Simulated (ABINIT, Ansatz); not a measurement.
**SiW (Pm-3m): from the cell to the phonon bands**

Aim: the phonon dispersion of SiW (Pm-3m), checked by a second program.

Main program and level: ABINIT 10.8.3; DFT PBEsol, scalar-relativistic, plane waves, PseudoDojo norm-conserving pseudopotentials.

The structure was built from a prototype and need not be the compound's stable phase.

**1. Starting point**

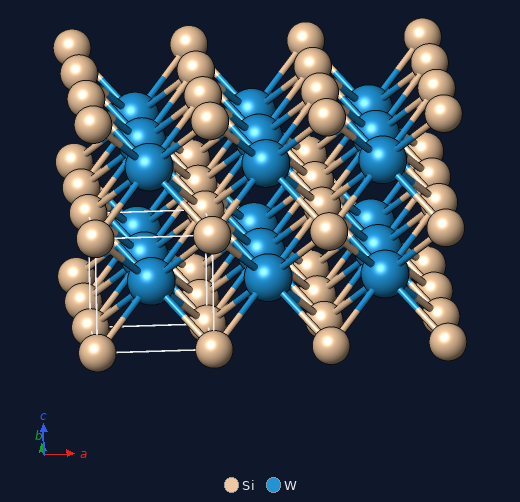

The cell as given, slightly off an axis (silicon light orange, tungsten blue). 3×3×2 cells are drawn. Some periodic images of atoms are drawn too.

Coordinates:

```cif
data_structure
_symmetry_space_group_name_H-M 'Pm-3m'
_symmetry_Int_Tables_number 221
_cell_length_a 3.0815
_cell_length_b 3.0815
_cell_length_c 3.0815
_cell_angle_alpha 90.000
_cell_angle_beta 90.000
_cell_angle_gamma 90.000
_cell_volume 29.26
loop_
_atom_site_label
_atom_site_type_symbol
_atom_site_symmetry_multiplicity
_atom_site_Wyckoff_symbol
_atom_site_fract_x
_atom_site_fract_y
_atom_site_fract_z
_atom_site_occupancy
Si1 Si 1 a 0.00000 0.00000 0.00000 1
W1 W 1 b 0.50000 0.50000 0.50000 1
```

**2. A probe with smearing**

A first run with smearing and empty bands tells whether the crystal has a gap, which decides between fixed occupations and smearing later on.

probe.abi

```
# ground state
tolvrs 1.0d-08
prtden 1
prtwf 1

# basis, mesh and filling
ecut 31.0
ngkpt 6 6 6
nshiftk 1
shiftk 0.0 0.0 0.0
istwfk *1
occopt 7
tsmear 0.005
nband 15
nstep 100
diemac 9.0
prtebands 0
prtgsr 0
useylm 1

# cell and atoms
acell 5.823136553 5.823136553 5.823136553
rprim 
    1.0 0.0 0.0
    0.0 1.0 0.0
    0.0 0.0 1.0
ntypat 2
znucl 14 74
natom 2
typat 1 2
xred 
    0.0 0.0 0.0
    0.5 0.5 0.5
pp_dirpath "./pseudo"
pseudos "Si.upf, W.upf"
```

Command:

```bash
$ OMP_NUM_THREADS=1 mpirun -n 4 abinit probe.abi > probe.log
```

Numbers of over 12 decimals in the logs are rounded to 6 here.

probe.abo, the main output file:

```text
[banners, grids, parts of the stress and lines that vanish by symmetry left out]
- input  file    -> probe.abi
- output file    -> probe.abo
- root for input  files -> probei
[...]
Symmetries : space group Pm -3 m (#221); Bravais cP (primitive cubic)
[...]
mpw =        1654          nfft =       27000          nkpt =          20
[...]
== DATASET  1 ==================================================================
[...]
cutoff_energies: {ecut:  31.0, pawecutdg:  -1.0, }
[...]
ETOT  1  -80.002353745631    -8.000E+01 1.076E-01 2.819E+01
 ETOT  2  -80.044248204133    -4.189E-02 9.489E-03 3.499E+01
 ETOT  3  -80.054473677541    -1.023E-02 3.356E-03 1.021E-01
 ETOT  4  -80.054502843202    -2.917E-05 9.164E-04 1.975E-04
 ETOT  5  -80.054502900555    -5.735E-08 4.029E-04 3.546E-06
 ETOT  6  -80.054502901566    -1.011E-09 5.427E-04 1.216E-08
 ETOT  7  -80.054502901569    -2.458E-12 2.641E-04 3.553E-10
 At SCF step    7       vres2   =  3.55E-10 < tolvrs=  1.00E-08 =>converged.
[...]
sigma(1 1)=  3.24884863E-04  sigma(3 2)=  0.00000000E+00
  sigma(2 2)=  3.24884863E-04  sigma(3 1)=  0.00000000E+00
  sigma(3 3)=  3.24884863E-04  sigma(2 1)=  0.00000000E+00
[...]
convergence: {deltae: -2.458E-12, res2:  3.553E-10, residm:  2.641E-04, diffor: null, }
etotal    :  -8.00545029E+01
[...]
sigma(1 1)=  3.24884863E-04  sigma(3 2)=  0.00000000E+00
  sigma(2 2)=  3.24884863E-04  sigma(3 1)=  0.00000000E+00
  sigma(3 3)=  3.24884863E-04  sigma(2 1)=  0.00000000E+00
[...]
- sigma(1 1)=  9.55844266E+00  sigma(3 2)=  0.00000000E+00
- sigma(2 2)=  9.55844266E+00  sigma(3 1)=  0.00000000E+00
- sigma(3 3)=  9.55844266E+00  sigma(2 1)=  0.00000000E+00
[...]
fcart     -0.0000000000E+00 -0.0000000000E+00 -0.0000000000E+00
           strten      3.2488486267E-04  3.2488486267E-04  3.2488486267E-04
================================================================================

[key lines of the parts left out:]
pressure_GPa:  -9.5584E+00
```

It took 5.1 s on 4 MPI ranks of Arm Neoverse V1, shared host.

Read from the output:

```
volume per atom   : 14.63 Å³
pressure          : -9.558 GPa
gap on the k-mesh : 0 eV
```

No gap opens on this mesh, so smearing is kept; the printed pressure holds the stress of the finite basis too.

**3. Rough relaxation**

The typed start is rough, so a first relaxation with smearing and loose thresholds takes it towards rest cheaply.

prerelax.abi

```
# relaxation
ionmov 2
optcell 2
dilatmx 1.15
chkdilatmx 0
ntime 40
tolmxf 3.0d-04
tolvrs 1.0d-10
prtwf 0
prtden 0
chksymtnons 0

# basis, mesh and filling
ecut 32.0
ecutsm 3.0
ngkpt 6 6 6
nshiftk 1
shiftk 0.0 0.0 0.0
istwfk *1
occopt 7
tsmear 0.005
nband 15
nstep 100
diemac 1000000.0
prtebands 0
prtgsr 0
useylm 1

# cell and atoms
acell 5.823136553 5.823136553 5.823136553
rprim 
    1.0 0.0 0.0
    0.0 1.0 0.0
    0.0 0.0 1.0
ntypat 2
znucl 14 74
natom 2
typat 1 2
xred 
    0.0 0.0 0.0
    0.5 0.5 0.5
pp_dirpath "./pseudo"
pseudos "Si.upf, W.upf"
```

Command:

```bash
$ OMP_NUM_THREADS=1 mpirun -n 4 abinit prerelax.abi > prerelax.log
```

prerelax.abo, the main output file:

```text
[banners, grids, parts of the stress and lines that vanish by symmetry left out]
- input  file    -> prerelax.abi
- output file    -> prerelax.abo
- root for input  files -> prerelaxi
[...]
Symmetries : space group Pm -3 m (#221); Bravais cP (primitive cubic)
[...]
mpw =        2624          nfft =       46656          nkpt =          20
[...]
== DATASET  1 ==================================================================
[...]
cutoff_energies: {ecut:  32.0, pawecutdg:  -1.0, }
[...]
ETOT  1  -79.998527848042    -8.000E+01 1.252E-01 5.246E+01
 ETOT  2  -80.045155751713    -4.663E-02 2.653E-02 5.561E+01
 ETOT  3  -80.054473042577    -9.317E-03 3.908E-03 1.641E-02
 ETOT  4  -80.054478213884    -5.171E-06 1.362E-03 2.510E-04
 ETOT  5  -80.054478254617    -4.073E-08 2.447E-03 1.094E-05
[...]
At SCF step    7       vres2   =  7.41E-11 < tolvrs=  1.00E-10 =>converged.
[...]
ETOT  6  -80.055827559953    -1.762E-12 4.026E-03 2.932E-12
 At SCF step    6       vres2   =  2.93E-12 < tolvrs=  1.00E-10 =>converged.
[...]
sigma(1 1)=  9.76333865E-08  sigma(3 2)=  0.00000000E+00
  sigma(2 2)=  9.76333865E-08  sigma(3 1)=  0.00000000E+00
  sigma(3 3)=  9.76333865E-08  sigma(2 1)=  0.00000000E+00
[...]
convergence: {deltae: -1.762E-12, res2:  2.932E-12, residm:  4.026E-03, diffor: null, }
etotal    :  -8.00558276E+01
[...]
At Broyd/MD step   4, gradients are converged :
[...]
sigma(1 1)=  9.76333865E-08  sigma(3 2)=  0.00000000E+00
  sigma(2 2)=  9.76333865E-08  sigma(3 1)=  0.00000000E+00
  sigma(3 3)=  9.76333865E-08  sigma(2 1)=  0.00000000E+00
[...]
- sigma(1 1)=  2.87247340E-03  sigma(3 2)=  0.00000000E+00
- sigma(2 2)=  2.87247340E-03  sigma(3 1)=  0.00000000E+00
- sigma(3 3)=  2.87247340E-03  sigma(2 1)=  0.00000000E+00
[...]
fcart     -0.0000000000E+00 -0.0000000000E+00 -0.0000000000E+00
           strten      9.7633386462E-08  9.7633386473E-08  9.7633386474E-08
================================================================================

[key lines of the parts left out:]
pressure_GPa:  -2.8725E-03
Total energy (etotal) [Ha]= -8.00558275599528E+01
```

The job ended after 20 s (4 MPI ranks).

Relaxation path:

```csv
step,energy less that of the first step (eV),largest force (eV/Å),volume (Å³)
1,0.0000,0.0000,29.26
2,-0.0331,0.0000,28.42
3,-0.0367,0.0000,28.04
4,-0.0367,0.0000,28.06
```

```csv
"conventional cell, symmetrised",before,after,change
a (Å),3.081,3.039,-1.4 %
b (Å),3.081,3.039,-1.4 %
c (Å),3.081,3.039,-1.4 %
volume (Å³/atom),14.63,14.03,-4.1 %
```

The relaxed structure:

```xyz
2
Lattice="3.0386 0.0000 0.0000 0.0000 3.0386 0.0000 0.0000 0.0000 3.0386" Properties=species:S:1:pos:R:3 pbc="T T T"
Si    0.0000    0.0000    0.0000
W     1.5193    1.5193    1.5193
```

This step gave:

- volume per atom: 14.03 Å³
- pressure: -0.002872 GPa

The volume changes by -4.1 % in this run and stands -4.1 % from the first cell.

**4. Relaxing the cell and atoms**

The harmonic expansion needs vanishing forces, and a free crystal bears no stress, so cell and atoms are brought to rest. Stress is more sensitive to the basis than forces are: the last 3 Ha under the cutoff are smoothed with ecutsm, and the cutoff is raised above that of the later runs.

relax.abi

```
# relaxation
ionmov 2
optcell 2
dilatmx 1.08
ntime 40
tolmxf 1.0d-05
tolvrs 1.0d-14
prtwf 0
prtden 0
chksymtnons 0

# basis, mesh and filling
ecut 39.0
ecutsm 3.0
ngkpt 8 8 8
nshiftk 1
shiftk 0.0 0.0 0.0
istwfk *1
occopt 7
tsmear 0.01
nband 15
nstep 100
diemac 1000000.0
prtebands 0
prtgsr 0
useylm 1

# cell and atoms
acell 5.742166093 5.742166093 5.742166093
rprim 
    1.0 0.0 0.0
    0.0 1.0 0.0
    0.0 0.0 1.0
ntypat 2
znucl 14 74
natom 2
typat 1 2
xred 
    0.0 0.0 0.0
    0.5 0.5 0.5
pp_dirpath "./pseudo"
pseudos "Si.upf, W.upf"
```

Command:

```bash
$ OMP_NUM_THREADS=1 mpirun -n 4 abinit relax.abi > relax.log
```

relax.abo, the main output file:

```text
[banners, grids, parts of the stress and lines that vanish by symmetry left out]
- input  file    -> relax.abi
- output file    -> relax.abo
- root for input  files -> relaxi
[...]
Symmetries : space group Pm -3 m (#221); Bravais cP (primitive cubic)
[...]
mpw =        2800          nfft =       46656          nkpt =          35
[...]
== DATASET  1 ==================================================================
[...]
cutoff_energies: {ecut:  39.0, pawecutdg:  -1.0, }
[...]
ETOT  1  -80.006994175308    -8.001E+01 1.847E-01 3.811E+01
 ETOT  2  -80.054240532365    -4.725E-02 1.346E-01 3.889E+01
 ETOT  3  -80.060475795190    -6.235E-03 9.683E-03 1.439E-02
 ETOT  4  -80.060479594799    -3.800E-06 1.137E-02 3.181E-04
 ETOT  5  -80.060479648168    -5.337E-08 1.476E-03 1.262E-05
[...]
At SCF step    9       vres2   =  2.19E-15 < tolvrs=  1.00E-14 =>converged.
[...]
sigma(1 1)=  6.17630004E-05  sigma(3 2)=  0.00000000E+00
  sigma(2 2)=  6.17630004E-05  sigma(3 1)=  0.00000000E+00
  sigma(3 3)=  6.17630004E-05  sigma(2 1)=  0.00000000E+00
[...]
convergence: {deltae: -1.549E-12, res2:  2.193E-15, residm:  2.118E-04, diffor: null, }
etotal    :  -8.00604797E+01
[...]
ETOT  1  -80.059528450348    -8.006E+01 6.388E-04 6.181E+00
[...]
At SCF step    8       vres2   =  1.22E-15 < tolvrs=  1.00E-14 =>converged.
[...]
sigma(1 1)=  1.64788286E-05  sigma(3 2)=  0.00000000E+00
  sigma(2 2)=  1.64788286E-05  sigma(3 1)=  0.00000000E+00
  sigma(3 3)=  1.64788286E-05  sigma(2 1)=  0.00000000E+00
[...]
convergence: {deltae: -7.674E-13, res2:  1.221E-15, residm:  2.644E-04, diffor: null, }
etotal    :  -8.00605209E+01
[...]
ETOT  1  -80.060392741504    -8.006E+01 1.254E-02 8.163E-01
[...]
At SCF step    8       vres2   =  2.95E-16 < tolvrs=  1.00E-14 =>converged.
[...]
sigma(1 1)= -1.68390428E-07  sigma(3 2)=  0.00000000E+00
  sigma(2 2)= -1.68390428E-07  sigma(3 1)=  0.00000000E+00
  sigma(3 3)= -1.68390428E-07  sigma(2 1)=  0.00000000E+00
[...]
convergence: {deltae: -8.527E-13, res2:  2.954E-16, residm:  2.210E-04, diffor: null, }
etotal    :  -8.00605240E+01
[...]
ETOT  1  -80.060523949015    -8.006E+01 6.584E-05 8.414E-05
[...]
ETOT  5  -80.060523962570    -3.681E-12 4.575E-07 4.651E-13
 ETOT  6  -80.060523962566     4.050E-12 2.578E-06 3.996E-16
 At SCF step    6       vres2   =  4.00E-16 < tolvrs=  1.00E-14 =>converged.
[...]
sigma(1 1)=  4.39389573E-10  sigma(3 2)=  0.00000000E+00
  sigma(2 2)=  4.39389573E-10  sigma(3 1)=  0.00000000E+00
  sigma(3 3)=  4.39389566E-10  sigma(2 1)=  0.00000000E+00
[...]
convergence: {deltae:  4.050E-12, res2:  3.996E-16, residm:  2.578E-06, diffor: null, }
etotal    :  -8.00605240E+01
[...]
At Broyd/MD step   4, gradients are converged :
[...]
sigma(1 1)=  4.39389573E-10  sigma(3 2)=  0.00000000E+00
  sigma(2 2)=  4.39389573E-10  sigma(3 1)=  0.00000000E+00
  sigma(3 3)=  4.39389566E-10  sigma(2 1)=  0.00000000E+00
[...]
- sigma(1 1)=  1.29272876E-05  sigma(3 2)=  0.00000000E+00
- sigma(2 2)=  1.29272876E-05  sigma(3 1)=  0.00000000E+00
- sigma(3 3)=  1.29272874E-05  sigma(2 1)=  0.00000000E+00
[...]
fcart     -0.0000000000E+00 -0.0000000000E+00 -0.0000000000E+00
           strten      4.3938957334E-10  4.3938957334E-10  4.3938956640E-10
================================================================================

[key lines of the parts left out:]
pressure_GPa:  -1.2927E-05
Total energy (etotal) [Ha]= -8.00605239625664E+01
```

Wall time 37 s (4 MPI ranks).

Relaxation path:

```csv
step,energy less that of the first step (eV),largest force (eV/Å),volume (Å³)
1,0.0000,0.0000,28.06
2,-0.0011,0.0000,27.90
3,-0.0012,0.0000,27.84
4,-0.0012,0.0000,27.85
```

```csv
"conventional cell, symmetrised",before,after,change
a (Å),3.039,3.031,-0.3 %
b (Å),3.039,3.031,-0.3 %
c (Å),3.039,3.031,-0.3 %
volume (Å³/atom),14.03,13.92,-0.8 %
```

The relaxed structure:

```xyz
2
Lattice="3.0310 0.0000 0.0000 0.0000 3.0310 0.0000 0.0000 0.0000 3.0310" Properties=species:S:1:pos:R:3 pbc="T T T"
Si    0.0000    0.0000    0.0000
W     1.5155    1.5155    1.5155
```

This step gave:

```
volume per atom : 13.92 Å³
pressure        : -1.29e-5 GPa
```

The volume changes by -0.8 % in this run and stands -4.8 % from the first cell.

**5. Ground state**

The response is built on these wavefunctions, so the potential is converged far more tightly than an energy would need. Smearing stays on, as the first look found no gap above 0.3 eV.

gs.abi

```
# ground state
tolvrs 1.0d-16
prtden 1
prtwf 1

# basis, mesh and filling
ecut 31.0
ngkpt 8 8 8
nshiftk 1
shiftk 0.0 0.0 0.0
istwfk *1
occopt 7
tsmear 0.01
nband 15
nstep 100
diemac 1000000.0
prtebands 0
prtgsr 0
useylm 1

# cell and atoms
acell 5.727722789 5.727722789 5.727722789
rprim 
    1.0 0.0 0.0
    0.0 1.0 0.0
    0.0 0.0 1.0
ntypat 2
znucl 14 74
natom 2
typat 1 2
xred 
    0.0 0.0 0.0
    0.5 0.5 0.5
pp_dirpath "./pseudo"
pseudos "Si.upf, W.upf"
```

Command:

```bash
$ OMP_NUM_THREADS=1 mpirun -n 4 abinit gs.abi > gs.log
```

gs.abo, the main output file:

```text
[banners, grids, parts of the stress and lines that vanish by symmetry left out]
- input  file    -> gs.abi
- output file    -> gs.abo
- root for input  files -> gsi
[...]
Symmetries : space group Pm -3 m (#221); Bravais cP (primitive cubic)
[...]
mpw =        1596          nfft =       27000          nkpt =          35
[...]
== DATASET  1 ==================================================================
[...]
cutoff_energies: {ecut:  31.0, pawecutdg:  -1.0, }
[...]
ETOT  1  -80.011737021148    -8.001E+01 1.233E-01 2.196E+01
 ETOT  2  -80.054234710615    -4.250E-02 1.629E-02 2.242E+01
 ETOT  3  -80.060417435393    -6.183E-03 9.712E-03 6.737E-03
 ETOT  4  -80.060420739112    -3.304E-06 4.846E-03 2.066E-04
 ETOT  5  -80.060420796223    -5.711E-08 2.375E-03 1.380E-05
[...]
ETOT  9  -80.060420799816    -2.416E-13 7.102E-04 6.842E-15
 ETOT 10  -80.060420799817    -1.037E-12 2.469E-04 2.091E-17
 At SCF step   10       vres2   =  2.09E-17 < tolvrs=  1.00E-16 =>converged.
[...]
sigma(1 1)=  3.94206672E-06  sigma(3 2)=  0.00000000E+00
  sigma(2 2)=  3.94206672E-06  sigma(3 1)=  0.00000000E+00
  sigma(3 3)=  3.94206672E-06  sigma(2 1)=  0.00000000E+00
[...]
convergence: {deltae: -1.037E-12, res2:  2.091E-17, residm:  2.469E-04, diffor: null, }
etotal    :  -8.00604208E+01
[...]
sigma(1 1)=  3.94206672E-06  sigma(3 2)=  0.00000000E+00
  sigma(2 2)=  3.94206672E-06  sigma(3 1)=  0.00000000E+00
  sigma(3 3)=  3.94206672E-06  sigma(2 1)=  0.00000000E+00
[...]
- sigma(1 1)=  1.15979607E-01  sigma(3 2)=  0.00000000E+00
- sigma(2 2)=  1.15979607E-01  sigma(3 1)=  0.00000000E+00
- sigma(3 3)=  1.15979607E-01  sigma(2 1)=  0.00000000E+00
[...]
fcart     -0.0000000000E+00 -0.0000000000E+00 -0.0000000000E+00
           strten      3.9420667218E-06  3.9420667218E-06  3.9420667218E-06
================================================================================

[key lines of the parts left out:]
pressure_GPa:  -1.1598E-01
```

Wall time 8.9 s (4 MPI ranks); 35 s of CPU time.

Read from the output:

| Quantity | Value |
| --- | --- |
| pressure | -0.1160 GPa |

The cell stands at -0.12 GPa: the relaxation ran with a smoothed and higher cutoff, and the difference is a stress of the finite basis.

[end of part 1 of 4]

[Host names and launcher messages were left out of these logs when they were recorded.]

[Logs are printed without paths, hosts, clocks, repeated set-up lines and the standing remarks that a program may print on its own settings, such as how far it seeks lower states.]

[Hosts, paths, dates, database ids (printed as entryN), source tags and the programs' standing remarks are cut or masked in the printed files.]
